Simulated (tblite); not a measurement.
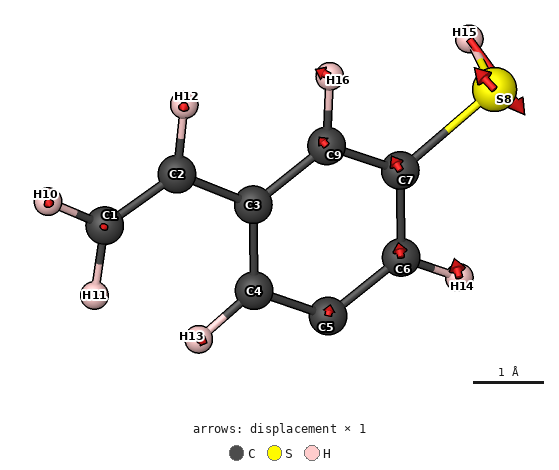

This is a relaxation of C₈H₇S (multiplicity 2). The starting structure is drawn; red arrows show the displacements, at their true length. The two geometries are superimposed by the best rigid fit.

The picture is a ball-and-stick view, seen from a free direction.

Method: GFN2-xTB geometry optimisation, gas phase (tblite). 

**Describe the change and its energy.**

Over 79 geometry steps the energy falls by 7.91 kcal/mol. The largest move after the best rigid fit is that of H15, 1.39 Å. By element the largest moves are H 1.39 Å, S 0.47 Å, C 0.27 Å. Near-neighbour distances that change, for instance: S8–H15 1.417 → 1.332 Å, C7–S8 1.814 → 1.772 Å, C1–H10 1.105 → 1.076 Å, C4–C5 1.385 → 1.357 Å. Among the angles between lasting bonds that change: C7–S8–H15 104.8° → 95.9°, C4–C5–C6 122.1° → 126.5°, C1–C2–C3 123.9° → 126.7°. Groups turn about C7–S8 by about 90°.
